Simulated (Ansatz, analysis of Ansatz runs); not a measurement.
# Reproducing a measured local vibrational mode: Al-H pair in alpha-quartz

How near does this set-up come to the measured local vibrational mode? Subject: Al-H pair in alpha-quartz. Set-up: r2SCAN, 108-site cell, r2SCAN lattice, 500 eV, k: the single point 1/4 1/4 1/4. The model is a cell of 108 host atoms with Al put on another atom's site and H put in between. The frequencies come from force constants among the defect atom and its neighbours, with the masses of the isotopes named. A meta-GGA costs about twice a GGA and mends lattice constants and part of the gap.

What was measured. O-H stretch, 1H: 3378 cm⁻¹ at 300 K, by diffuse reflectance FTIR (“Structural evolution of water and hydroxyl groups during thermal, mechanical and chemical treatment of high purity natural quartz”, 2020, pmc:9055915). O-H stretch, 1H: 3313 cm⁻¹ at 300 K, by diffuse reflectance FTIR (“Structural evolution of water and hydroxyl groups during thermal, mechanical and chemical treatment of high purity natural quartz”, 2020, pmc:9055915). The runs below try to reproduce this.

Main program and level: Ansatz 0.2.0; plane-wave PAW DFT, r2SCAN; relaxation of all atoms of a defect supercell.

**1. Set-up**

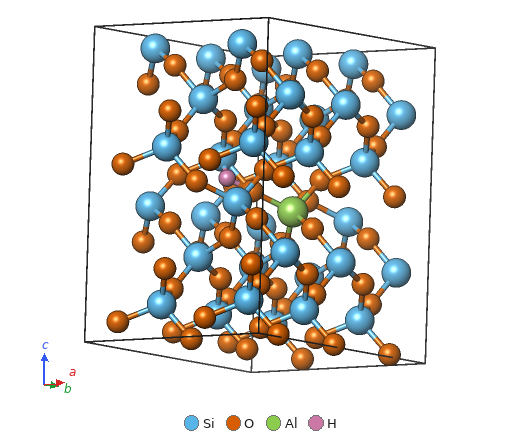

The cell as given, slightly off an axis (silicon blue, oxygen orange, aluminium green, hydrogen pink).

The cell holds 109 atoms: 35 Si, 72 O, 1 Al and 1 H. Its edges and angles: a = 9.844 Å, b = 14.766 Å, c = 10.830 Å, α = 90.0°, β = 90.0°, γ = 120.0°. It derives from SiO2 (space group P3_221). Nearest the centre at fractional (0.392, 0.403, 0.715): O32 at 0.31 Å, Al83 at 1.30 Å, H109 at 1.30 Å, Si28 at 1.87 Å, O89 at 2.37 Å, O88 at 2.38 Å, O33 at 2.40 Å, O31 at 2.77 Å.

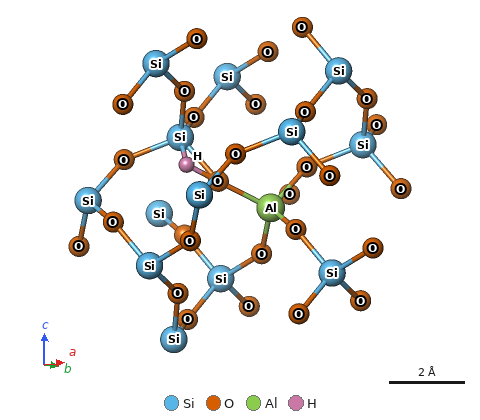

The atoms within 5 Å of the centre. Bonds to atoms that aren't drawn are left out.

The host's primitive cell comes from a first run (plane-wave PAW DFT, r2SCAN; relaxation of the host's cell and atoms): vectors of 4.922, 4.922 and 5.415 Å. That is 12.62 Å³ an atom, 0.4 % over the diffraction cell's volume. The supercell is built on it.

**2. Relaxation, charge 0**

Every later number rests on the structure around the defect, so the atoms are relaxed at the host's lattice first.

Input file relax/input.yaml:

```yaml
relax:
  f_tol: 0.01
  max_steps: 80
  random_displacement: { amplitude: 0.02, seed: 109 }
crystal:
  lattice:
    - [9.84405539, 0.0, 0.0]
    - [-7.38304154, 12.78780307, 0.0]
    - [0.0, 0.0, 10.8302851]
  atoms:
    - { symbol: Si, position: [0.234489884, 0.0, 0.333333333] }
    - { symbol: Si, position: [0.0, 0.15632659, 0.166666667] }
    - { symbol: Si, position: [0.265510116, 0.177006744, 0.0] }
[... 2 atom lines left out ...]
    - { symbol: O, position: [0.427848151, 0.195571738, 0.058974086] }
[... 2 atom lines left out ...]
    - { symbol: O, position: [0.293357607, 0.285232101, 0.441025914] }
[... 1 atom line left out ...]
    - { symbol: Si, position: [0.0, 0.15632659, 0.666666667] }
    - { symbol: Si, position: [0.265510116, 0.177006744, 0.5] }
    - { symbol: O, position: [0.206642393, 0.089660362, 0.892307419] }
[... 1 atom line left out ...]
    - { symbol: O, position: [0.427848151, 0.195571738, 0.558974086] }
    - { symbol: O, position: [0.134490544, 0.137761595, 0.607692581] }
    - { symbol: O, position: [0.072151849, 0.243672971, 0.774359248] }
    - { symbol: O, position: [0.293357607, 0.285232101, 0.941025914] }
    - { symbol: Si, position: [0.234489884, 0.333333333, 0.333333333] }
[... 1 atom line left out ...]
    - { symbol: Si, position: [0.265510116, 0.510340077, 0.0] }
    - { symbol: O, position: [0.206642393, 0.422993696, 0.392307419] }
[... 1 atom line left out ...]
    - { symbol: O, position: [0.427848151, 0.528905072, 0.058974086] }
[... 2 atom lines left out ...]
    - { symbol: O, position: [0.293357607, 0.618565434, 0.441025914] }
    - { symbol: Si, position: [0.234489884, 0.333333333, 0.833333333] }
    - { symbol: Si, position: [0.0, 0.489659923, 0.666666667] }
    - { symbol: Si, position: [0.265510116, 0.510340077, 0.5] }
    - { symbol: O, position: [0.206642393, 0.422993696, 0.892307419] }
    - { symbol: O, position: [0.365509456, 0.381434566, 0.725640752] }
    - { symbol: O, position: [0.427848151, 0.528905072, 0.558974086] }
    - { symbol: O, position: [0.134490544, 0.471094928, 0.607692581] }
    - { symbol: O, position: [0.072151849, 0.577006304, 0.774359248] }
    - { symbol: O, position: [0.293357607, 0.618565434, 0.941025914] }
[... 13 atom lines left out ...]
    - { symbol: O, position: [0.365509456, 0.714767899, 0.725640752] }
[... 14 atom lines left out ...]
    - { symbol: Si, position: [0.5, 0.15632659, 0.666666667] }
[... 3 atom lines left out ...]
    - { symbol: O, position: [0.927848151, 0.195571738, 0.558974086] }
[... 1 atom line left out ...]
    - { symbol: O, position: [0.572151849, 0.243672971, 0.774359248] }
[... 3 atom lines left out ...]
    - { symbol: Si, position: [0.765510116, 0.510340077, 0.0] }
    - { symbol: O, position: [0.706642393, 0.422993696, 0.392307419] }
[... 2 atom lines left out ...]
    - { symbol: O, position: [0.634490544, 0.471094928, 0.107692581] }
[... 1 atom line left out ...]
    - { symbol: O, position: [0.793357607, 0.618565434, 0.441025914] }
    - { symbol: Si, position: [0.734489884, 0.333333333, 0.833333333] }
    - { symbol: Al, position: [0.5, 0.489659923, 0.666666667] }
    - { symbol: Si, position: [0.765510116, 0.510340077, 0.5] }
    - { symbol: O, position: [0.706642393, 0.422993696, 0.892307419] }
    - { symbol: O, position: [0.865509456, 0.381434566, 0.725640752] }
    - { symbol: O, position: [0.927848151, 0.528905072, 0.558974086] }
    - { symbol: O, position: [0.634490544, 0.471094928, 0.607692581] }
    - { symbol: O, position: [0.572151849, 0.577006304, 0.774359248] }
    - { symbol: O, position: [0.793357607, 0.618565434, 0.941025914] }
[... 9 atom lines left out ...]
    - { symbol: Si, position: [0.734489884, 0.666666667, 0.833333333] }
[... 2 atom lines left out ...]
    - { symbol: O, position: [0.706642393, 0.756327029, 0.892307419] }
    - { symbol: O, position: [0.865509456, 0.714767899, 0.725640752] }
[... 4 atom lines left out ...]
    - { symbol: H, position: [0.283812, 0.315519, 0.762741] }
basis:
  ecutwfc: 500
  xc_grid: 2
hamiltonian:
  xc: r2scan
kpoints:
  mp_grid: { grid: [1, 1, 1], shift: [0.25, 0.25, 0.25] }
scf:
  occupations: { method: fermi_dirac, width: 0.01 }
  max_iter: 120
output:
  forces: true
checkpoint:
  write: "../relax.run"
  compress: false
  write_wavefunctions: true
  write_every: 100000
```

On the command line:

```
> ansatz run input.yaml --threads 4 --pin off --max-ram 7536MiB --backend cpu --events-out ev --progress --plain --runs-dir out
```

Numbers of over 12 decimals in the logs are rounded to 6 here.

Log:

```text
[... repeated set-up lines and file paths are left out, and long positions are rounded to six places ...]
Engine: ansatz 0.2.0, aarch64-unknown-linux-gnu
Pseudopotentials: kind: paw
Pseudopotential: Si, paw, valence charge 4, recommended cutoff 500 eV (meta_gga), Si.paw.azcp
Pseudopotential: O, paw, valence charge 6, recommended cutoff 500 eV (meta_gga), O.paw.azcp
Pseudopotential: Al, paw, valence charge 3, recommended cutoff 500 eV (meta_gga), Al.paw.azcp
Pseudopotential: H, paw, valence charge 1, recommended cutoff 500 eV (meta_gga), H.paw.azcp
Functional definition: r2SCAN
  parameter k0 = 0.174
  parameter k1 = 0.065
  parameter a1 = 4.9479
  exchange = r2scan_x(k0 = k0, k1 = k1, a1 = a1)
  correlation = r2scan_c
Crystal: 109 atoms, lattice volume = 1363.358 Å³
Basis set: ecut = 500 eV, 34583 PW (Γ), exchange–correlation on 144×216×160 points (8 copies of the dense FFT grid, shifted against one another)
Bands: 397, of which v1, the nominal top of the filled ones, is band 288 counted from 1 (287 counted from 0)
Symmetry: 1 space group operations
k-points: 1
Non-local potential: Si, projectors of the file, l = 0: 2, l = 1: 2, l = 2: 2
Non-local potential: O, projectors of the file, l = 0: 2, l = 1: 2, l = 2: 1
Non-local potential: Al, projectors of the file, l = 0: 2, l = 1: 2, l = 2: 1
Non-local potential: H, projectors of the file, l = 0: 2, l = 1: 1
PAW form: soft (Blöchl's): semilocal exchange-correlation on the pseudo side does not see the compensation charge
PAW frozen core: Si, regenerated for the run's functional (the file was generated under x = pbe(κ = 0.804, μ = 0.219515), c = pbe(β = 0.066725))
PAW frozen core: O, regenerated for the run's functional (the file was generated under x = pbe(κ = 0.804, μ = 0.219515), c = pbe(β = 0.066725))
PAW frozen core: Al, regenerated for the run's functional (the file was generated under x = pbe(κ = 0.804, μ = 0.219515), c = pbe(β = 0.066725))
PAW one-centre angular grid: Si, 302 points (default); XC on 160 Gauss nodes
PAW one-centre angular grid: O, 302 points (default); XC on 160 Gauss nodes
PAW one-centre angular grid: Al, 302 points (default); XC on 160 Gauss nodes
PAW one-centre angular grid: H, 302 points (default); XC on 160 Gauss nodes
Initial density: superposition of atomic densities (neutral atoms: chi_scale 0, normalization atom), corrected by the library's trained network
Initial wavefunctions: pseudopotential atomic-orbital guess
Functional: x = r2scan, c = r2scan; τ floored in thin density (d = 2e-4 eV/Å³)
SCF iter   1: F=—  HF=-63985.881059 eV  |F-HF|=—  |Δ(HF+E_count)|=         —  Δρ=9.74e-3  dr2=1.56e0  dr2_τ=9.59e0  ethr=1.77e-3  ⟨swp⟩=6.0  Hψ=1779  notcnv=0  defer=54
preconditioner: auto → Resta (q_TF=auto, 2.363 Å⁻¹)  ε∞=2.8  [insulator: Δε(μ)=4.838 eV  Ē_g=18.144 eV  σ=0.010 eV  W_gap=1.00  n_scr=302 (ndim 8)  ℏωp=24.1 eV  f_vac=0.112  D(μ)=0.00/eV (n_scr^D=0)  ε∞_Penn≈2.8]
SCF iter   2: F=—  HF=-63988.588973 eV  |F-HF|=—  |Δ(HF+E_count)|=    2.71e0  Δρ=5.53e-3  dr2=3.57e-1  dr2_τ=2.46e-2  ethr=2.70e-4  ⟨swp⟩=4.0  Hψ=756  notcnv=0  defer=104
SCF iter   3: F=—  HF=-63988.498677 eV  |F-HF|=—  |Δ(HF+E_count)|=   9.03e-2  Δρ=1.44e-3  dr2=3.07e-2  dr2_τ=4.29e-3  ethr=6.21e-5  ⟨swp⟩=3.0  Hψ=591  notcnv=0  defer=104
SCF iter   4: F=—  HF=-63988.492548 eV  |F-HF|=—  |Δ(HF+E_count)|=   6.13e-3  Δρ=5.48e-4  dr2=3.05e-3  dr2_τ=5.06e-4  ethr=5.32e-6  ⟨swp⟩=4.0  Hψ=756  notcnv=0  defer=104
SCF iter   5: F=—  HF=-63988.492435 eV  |F-HF|=—  |Δ(HF+E_count)|=   1.13e-4  Δρ=1.93e-4  dr2=4.61e-4  dr2_τ=5.64e-5  ethr=5.30e-7  ⟨swp⟩=3.0  Hψ=587  notcnv=0  defer=104
SCF iter   6: F=—  HF=-63988.493465 eV  |F-HF|=—  |Δ(HF+E_count)|=   1.03e-3  Δρ=6.96e-5  dr2=5.47e-5  dr2_τ=8.57e-6  ethr=8.00e-8  ⟨swp⟩=2.0  Hψ=582  notcnv=0  defer=104
SCF iter   7: F=—  HF=-63988.493472 eV  |F-HF|=—  |Δ(HF+E_count)|=   7.01e-6  Δρ=1.97e-5  dr2=4.47e-6  dr2_τ=5.60e-7  ethr=9.50e-9  ⟨swp⟩=2.0  Hψ=579  notcnv=0  defer=104
SCF iter   8: F=-63988.493474 eV  HF=-63988.493474 eV  |F-HF|=1.68e-7  |Δ(HF+E_count)|=   2.40e-6  Δρ=7.95e-6  dr2=6.76e-7  dr2_τ=9.58e-8  ethr=4.34e-10  ⟨swp⟩=4.0  Hψ=1194  notcnv=0
SCF 1 converged in 8 iterations: F = -63988.493474 eV  dr2 = 6.76e-7
  greatest PAW one-centre occupation: 0.885 electrons in one spin orbital (limit 2), on the O atom at site 31 (counted from 0), in its partial waves of l = 0
relax step   1: F+E_penalty+E_count = -63988.49347377 eV  Δ(F+E_penalty+E_count) = +0.000e0 eV  max|allowed force component| = 2.782e1 eV/Å  Δτ_max = 0.0000 Å  (8 SCF iters, dr2 threshold 2.50e-6 eV, accepted)
[... the SCF cycles and remarks between the steps are left out from here to the last step ...]
relax step   2: F+E_penalty+E_count = -63994.34829440 eV  Δ(F+E_penalty+E_count) = -5.855e0 eV  max|allowed force component| = 1.319e1 eV/Å  Δτ_max = 0.1533 Å  (6 SCF iters, dr2 threshold 1.00e-4 eV, accepted)
relax step   3: F+E_penalty+E_count = -63997.83392032 eV  Δ(F+E_penalty+E_count) = -3.486e0 eV  max|allowed force component| = 5.531e0 eV/Å  Δτ_max = 0.1998 Å  (6 SCF iters, dr2 threshold 1.00e-4 eV, accepted)
relax step   4: F+E_penalty+E_count = -63999.26091249 eV  Δ(F+E_penalty+E_count) = -1.427e0 eV  max|allowed force component| = 2.934e0 eV/Å  Δτ_max = 0.1948 Å  (5 SCF iters, dr2 threshold 1.00e-4 eV, accepted)
relax step   5: F+E_penalty+E_count = -63999.90898253 eV  Δ(F+E_penalty+E_count) = -6.481e-1 eV  max|allowed force component| = 2.150e0 eV/Å  Δτ_max = 0.1950 Å  (5 SCF iters, dr2 threshold 1.00e-4 eV, accepted)
relax step   6: F+E_penalty+E_count = -64000.22310971 eV  Δ(F+E_penalty+E_count) = -3.141e-1 eV  max|allowed force component| = 1.589e0 eV/Å  Δτ_max = 0.2000 Å  (6 SCF iters, dr2 threshold 1.00e-4 eV, accepted)
relax step   7: F+E_penalty+E_count = -64000.46514548 eV  Δ(F+E_penalty+E_count) = -2.420e-1 eV  max|allowed force component| = 1.152e0 eV/Å  Δτ_max = 0.2000 Å  (6 SCF iters, dr2 threshold 1.00e-4 eV, accepted)
relax step   8: F+E_penalty+E_count = -64000.57413614 eV  Δ(F+E_penalty+E_count) = -1.090e-1 eV  max|allowed force component| = 7.545e-1 eV/Å  Δτ_max = 0.1978 Å  (5 SCF iters, dr2 threshold 1.00e-4 eV, accepted)
relax step   9: F+E_penalty+E_count = -64000.62274240 eV  Δ(F+E_penalty+E_count) = -4.861e-2 eV  max|allowed force component| = 4.423e-1 eV/Å  Δτ_max = 0.2000 Å  (5 SCF iters, dr2 threshold 1.00e-4 eV, accepted)
relax step  10: F+E_penalty+E_count = -64000.65509767 eV  Δ(F+E_penalty+E_count) = -3.236e-2 eV  max|allowed force component| = 2.994e-1 eV/Å  Δτ_max = 0.2000 Å  (5 SCF iters, dr2 threshold 6.73e-5 eV, accepted)
relax step  11: F+E_penalty+E_count = -64000.68020129 eV  Δ(F+E_penalty+E_count) = -2.510e-2 eV  max|allowed force component| = 2.412e-1 eV/Å  Δτ_max = 0.2000 Å  (6 SCF iters, dr2 threshold 3.08e-5 eV, accepted)
relax step  12: F+E_penalty+E_count = -64000.67314118 eV  Δ(F+E_penalty+E_count) = +7.060e-3 eV  max|allowed force component| = 1.068e0 eV/Å  Δτ_max = 0.1933 Å  (6 SCF iters, dr2 threshold 2.66e-5 eV, rejected (line search))
relax step  13: F+E_penalty+E_count = -64000.69244951 eV  Δ(F+E_penalty+E_count) = -1.225e-2 eV  max|allowed force component| = 8.886e-2 eV/Å  Δτ_max = 0.0966 Å  (8 SCF iters, accepted)
relax step  14: F+E_penalty+E_count = -64000.69807407 eV  Δ(F+E_penalty+E_count) = -5.625e-3 eV  max|allowed force component| = 1.953e-1 eV/Å  Δτ_max = 0.0972 Å  (6 SCF iters, dr2 threshold 1.07e-6 eV, accepted)
relax step  15: F+E_penalty+E_count = -64000.70066137 eV  Δ(F+E_penalty+E_count) = -2.587e-3 eV  max|allowed force component| = 6.430e-2 eV/Å  Δτ_max = 0.0427 Å  (6 SCF iters, dr2 threshold 5.18e-6 eV, accepted)
relax step  16: F+E_penalty+E_count = -64000.70142798 eV  Δ(F+E_penalty+E_count) = -7.666e-4 eV  max|allowed force component| = 2.995e-2 eV/Å  Δτ_max = 0.0096 Å  (6 SCF iters, dr2 threshold 4.48e-7 eV, accepted)
relax step  17: F+E_penalty+E_count = -64000.70153219 eV  Δ(F+E_penalty+E_count) = -1.042e-4 eV  max|allowed force component| = 1.256e-2 eV/Å  Δτ_max = 0.0068 Å  (6 SCF iters, accepted)
SCF iter   1: F=—  HF=-64000.700569 eV  |F-HF|=—  |Δ(HF+E_count)|=         —  Δρ=1.03e-4  dr2=8.43e-5  dr2_τ=1.28e-3  ethr=1.11e-7  ⟨swp⟩=4.0  Hψ=940  notcnv=0  defer=103
SCF iter   2: F=—  HF=-64000.701572 eV  |F-HF|=—  |Δ(HF+E_count)|=   1.00e-3  Δρ=6.08e-5  dr2=3.23e-5  dr2_τ=1.65e-6  ethr=1.46e-8  ⟨swp⟩=2.0  Hψ=745  notcnv=0  defer=103
SCF iter   3: F=—  HF=-64000.701567 eV  |F-HF|=—  |Δ(HF+E_count)|=   4.46e-6  Δρ=2.14e-5  dr2=3.79e-6  dr2_τ=7.50e-7  ethr=5.61e-9  ⟨swp⟩=2.0  Hψ=582  notcnv=0  defer=103
SCF iter   4: F=—  HF=-64000.701567 eV  |F-HF|=—  |Δ(HF+E_count)|=   3.18e-7  Δρ=9.06e-6  dr2=5.52e-7  dr2_τ=5.91e-8  ethr=6.58e-10  ⟨swp⟩=2.0  Hψ=582  notcnv=0  defer=103
SCF iter   5: F=—  HF=-64000.701567 eV  |F-HF|=—  |Δ(HF+E_count)|=   1.62e-7  Δρ=3.62e-6  dr2=1.45e-7  dr2_τ=2.12e-8  ethr=9.58e-11  ⟨swp⟩=2.0  Hψ=582  notcnv=0  defer=103
SCF iter   6: F=-64000.701567 eV  HF=-64000.701567 eV  |F-HF|=5.76e-9  |Δ(HF+E_count)|=   3.35e-8  Δρ=1.17e-6  dr2=1.27e-8  dr2_τ=8.57e-10  ethr=1.74e-11  ⟨swp⟩=4.0  Hψ=1174  notcnv=0
SCF 18 converged in 6 iterations: F = -64000.701567 eV  dr2 = 1.27e-8
relax step  18: F+E_penalty+E_count = -64000.70156700 eV  Δ(F+E_penalty+E_count) = -3.481e-5 eV  max|allowed force component| = 4.297e-3 eV/Å  Δτ_max = 0.0018 Å  (6 SCF iters, accepted)
NSCF: frozen V_eff on 1 k-points
the band table was solved once a step of the walk had ended and its energy, with any forces and stress, was formed, with the checks that follow a solve (1800 applications of the Hamiltonian). They found nothing against the state; [...]
iter 1 solved again at ethr=2.21e-12 eV; its pass at ethr=3.10e-3 eV (dr2=1.27e-8 eV) is discarded
SCF iter   1: F=—  HF=-64000.701567 eV  |F-HF|=—  |Δ(HF+E_count)|=         —  Δρ=1.17e-6  dr2=1.27e-8  dr2_τ=8.58e-10  ethr=2.21e-12  ⟨swp⟩=2.0  Hψ=1336  notcnv=0
SCF iter   2: F=-64000.701567 eV  HF=-64000.701567 eV  |F-HF|=1.43e-9  |Δ(HF+E_count)|=   2.02e-9  Δρ=5.23e-7  dr2=2.85e-9  dr2_τ=5.72e-11  ethr=2.21e-12  ⟨swp⟩=3.0  Hψ=811  notcnv=0
SCF 19 converged in 2 iterations: F = -64000.701567 eV  dr2 = 2.85e-9
NSCF: frozen V_eff on 1 k-points
the band table was solved once a step of the walk had ended and its energy, with any forces and stress, was formed, with the checks that follow a solve (1241 applications of the Hamiltonian). They found nothing against the state; [...]
SCF converged after 2 iterations
Free energy (F): -64000.701567 eV
Harris-Foulkes:  -64000.701567 eV  (|F-HF|=1.43e-9)
Internal energy: -64000.701567 eV  (E = F + TS)
E sigma→0 (E₀):  -64000.701567 eV
Fermi energy:    5.798717 eV
--- Per-component energies (eV) ---
  E_band       = -2889.615542
  E_kinetic    = 14578.569699
  E_local      = -35384.438094  (includes V_loc(G=0)·N_el)
  E_nonlocal   = 4236.478354
  E_hartree    = 12737.529083
  E_xc         = -7200.108691
  E_vxc        = -9530.805079  (∫ρ·V_xc dr)
  E_paw        = -30260.735151  (= ΣΔE_a)
  E_vpaw       = -2863.116312  (= ΣTr[D̂ρ^β])
  E_aug_tail   = 0.075933  (compensation charges beyond the density's cutoff)
  E_vtau       = 598.561952  (kinetic-family band-sum trace: ∫τ·v_τ [+ j·A + Jᵃ·Aᵃ] dr)
  E_ewald      = -22703.037693
  E_core_change = -5.035008  (= ΣΔE_core)
  E_smearing   = -0.000000  (= −TS)
  E_closure    = 0.000000  (closes the sum)
  Σ components = -64000.701567   (vs F -64000.701567, Δ=0.00e0)
--- Forces (eV/Å), atoms counted from 1 ---
  atom   1  Si     0.00017691     0.00179389    -0.00040916
  atom   2  Si    -0.00048082     0.00047000     0.00015900
  [... 14 atoms left out ...]
  atom  17  O      0.00247965     0.00096344     0.00115554
  atom  18  O     -0.00066150    -0.00047046    -0.00034011
  [... 9 atoms left out ...]
  atom  28  Si    -0.00355433    -0.00297658     0.00147024
  [... 2 atoms left out ...]
  atom  31  O      0.00013905     0.00247387     0.00023065
  atom  32  O      0.00429056    -0.00247767     0.00061052
  atom  33  O     -0.00010556     0.00052649     0.00151525
  [... 49 atoms left out ...]
  atom  83  Al     0.00008921     0.00018770    -0.00130409
  [... 4 atoms left out ...]
  atom  88  O     -0.00118575    -0.00090901     0.00078761
  atom  89  O     -0.00027449    -0.00107976    -0.00152040
  [... 19 atoms left out ...]
  atom 109  H     -0.00255140     0.00161021    -0.00033355
  max |Σ_I F_I| component: 2.28e-3 eV/Å
--- Band table (eV) ---
  k-point 0: bands = ["-18.8755", "-18.2514", "-18.1019", "-18.0710", [... 389 left out ...] "14.9811", "15.0218", "15.0491", "15.0664"]
--- Relaxed structure (18 steps of the walk, 17 accepted, 0 SCFs on fresh bases) ---
  F+E_penalty+E_count = -64000.70156700 eV   max|allowed force component| = 4.297e-3 eV/Å
  atoms:
    - { symbol: Si, position: [0.232605, -0.002386, 0.336076] }
    - { symbol: Si, position: [-0.010700, 0.154452, 0.164971] }
    [... 14 atoms left out ...]
    - { symbol: O, position: [0.073208, 0.245419, 0.772175] }
    - { symbol: O, position: [0.279976, 0.279110, 0.952292] }
    [... 9 atoms left out ...]
    - { symbol: Si, position: [0.230323, 0.327941, 0.841227] }
    [... 2 atoms left out ...]
    - { symbol: O, position: [0.220274, 0.427432, 0.884999] }
    - { symbol: O, position: [0.380093, 0.366785, 0.739678] }
    - { symbol: O, position: [0.421998, 0.521630, 0.549737] }
    [... 49 atoms left out ...]
    - { symbol: Al, position: [0.514426, 0.495811, 0.664691] }
    [... 4 atoms left out ...]
    - { symbol: O, position: [0.650980, 0.467218, 0.608660] }
    - { symbol: O, position: [0.570386, 0.579616, 0.787040] }
    [... 19 atoms left out ...]
    - { symbol: H, position: [0.438248, 0.329150, 0.748491] }
```

Elapsed: 13 min, on 4 threads of Arm Neoverse V1, shared host; peak memory 4.1 GiB.

[end of part 1 of 2]

[Logs are printed without paths, hosts, clocks, repeated set-up lines and the standing remarks that a program may print on its own settings, such as how far it seeks lower states.]

[Hosts, paths, dates, database ids (printed as entryN), source tags and the programs' standing remarks are cut or masked in the printed files.]

[For some hosts the program warned that the k-mesh of the response run may be too coarse for force constants and the static dielectric constant; such warnings are not shown here.]
